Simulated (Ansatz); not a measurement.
BCl$_{2}$H$_{3}$Si···HF

Input file:

```
crystal:
  periodic: [false, false, false]
  atoms:
    - {symbol: B, position_ang: [-0.600321, -0.846085, 0.127891]}
    - {symbol: Si, position_ang: [0.424728, 1.042912, -0.214410]}
    - {symbol: Cl, position_ang: [-1.202853, -1.457029, -1.419624]}
    - {symbol: Cl, position_ang: [-1.719642, -0.641725, 1.482889]}
    - {symbol: H, position_ang: [0.863568, -0.757011, 0.363453]}
    - {symbol: F, position_ang: [0.628513, -1.814996, 0.617909]}
    - {symbol: H, position_ang: [-0.805906, 1.743464, -0.649009]}
    - {symbol: H, position_ang: [0.983421, 1.689320, 1.000684]}
    - {symbol: H, position_ang: [1.428493, 1.041050, -1.309782]}
basis:
  gaussian: {orbitals: def2-TZVPP}
hamiltonian: {xc: pbe0, dispersion: d4}
output: {orbitals: {seedname: orbitals}}
```

Command:

```sh
ansatz run in.yaml --threads 4 --pin off --events-out ev --progress --plain --max-ram 9574MiB
```

A transition-state structure; geometry: PBE0-D4/def2-TZVP.

All numbers below come from RKS PBE0-D4/def2-TZVPP (Ansatz).

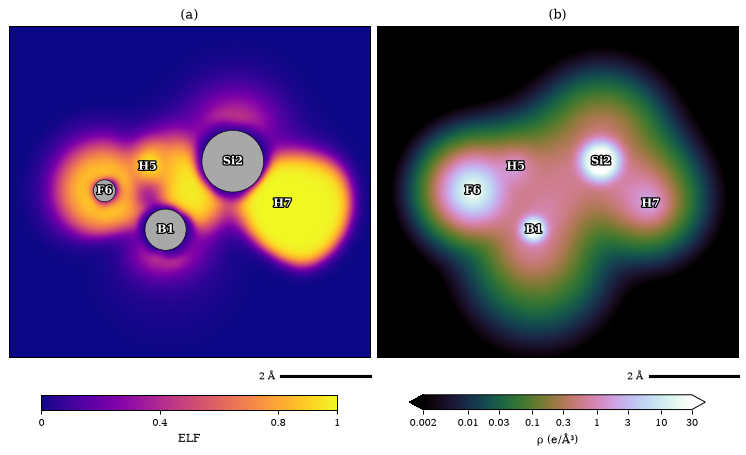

Figure 1. (a) electron localisation function; (b) total electron density on the plane of atoms B1, Si2 and H7. Grey discs cover the atomic cores in the ELF map.

**Describe what can be read from this map.**

The section cuts through B, Si, H and F sites.
B1···H5 (1.49 Å): the density falls to about 0.61 e/Å³ on the way; the ELF climbs to about 0.90 towards the hydrogen, as it does in any bond to H.
Si–B (2.18 Å): the density is about 0.61 e/Å³ at the midpoint; the ELF peaks at about 0.95 between the atoms: localised, covalent bonding.
F–H (1.11 Å): ρ is about 3 e/Å³ halfway; the ELF climbs to about 0.90 towards the hydrogen.
Si–H (1.48 Å): the density is about 0.81 e/Å³ at the midpoint; the ELF climbs to about 1 towards the hydrogen.
The ELF also peaks beside F6, away from the bonds: lone-pair regions.

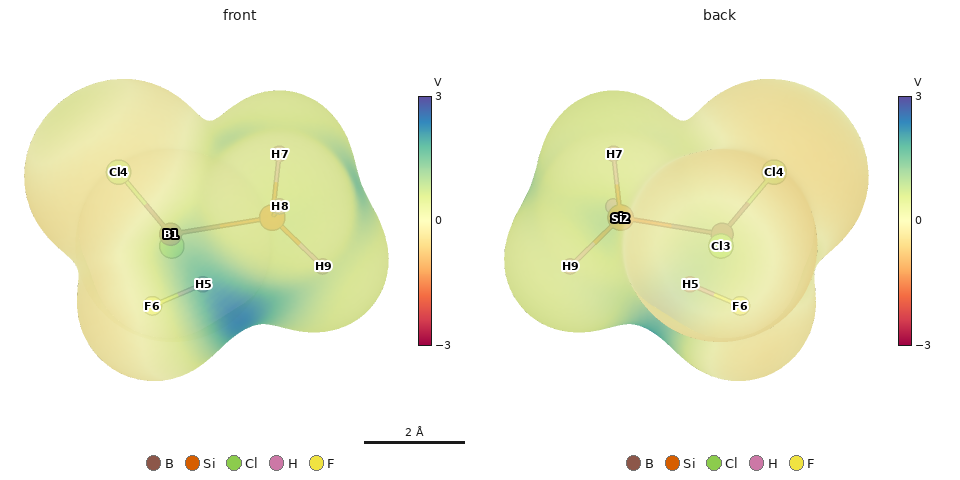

Figure 2. The electrostatic potential painted on the density surface at 0.002 e/bohr³, seen from the front and from behind; red is negative and blue positive.

**Which sites attract a positive test charge, and which a negative one?**

A positive charge is drawn to the negative regions and a negative charge to the positive ones. The most negative region (about −0.5 V) lies over Cl3 and Cl4, the most positive (about +2.3 V) over the gap between the two molecules, near Si2 and H5. Cl3 shows a σ-hole: about +0.4 V at the tip opposite its bond, against about −0.3 V on its flanks. Cl4 shows a σ-hole: about +0.4 V at the tip opposite its bond, against about −0.3 V on its flanks.

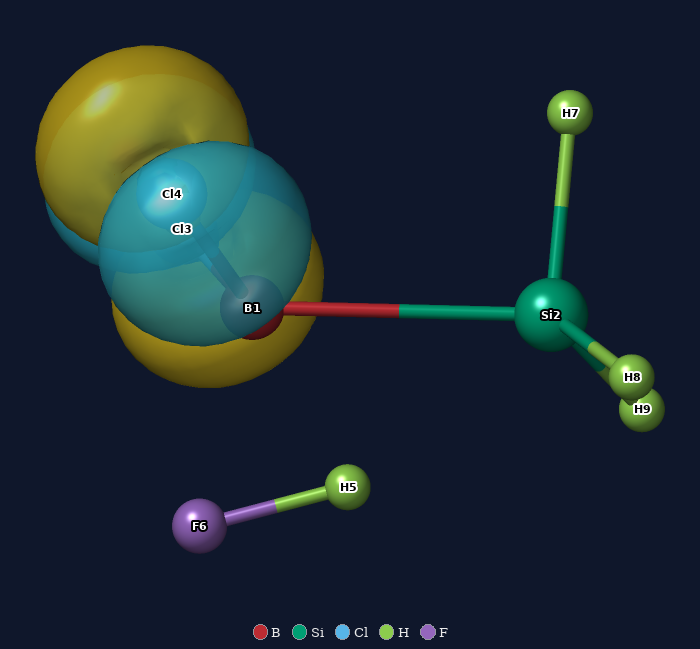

Figure 3. The HOMO−1 at ±0.2 Å⁻³ᐟ² (yellow and cyan are the two phases), seen at a tilt.

**Describe this orbital and give its energy.**

Its weight (Hirshfeld) is mainly on Cl3 (about 45 %) and Cl4 (about 45 %); largely a combination of lone pairs on Cl3 and Cl4. Its energy is −9.04 eV.
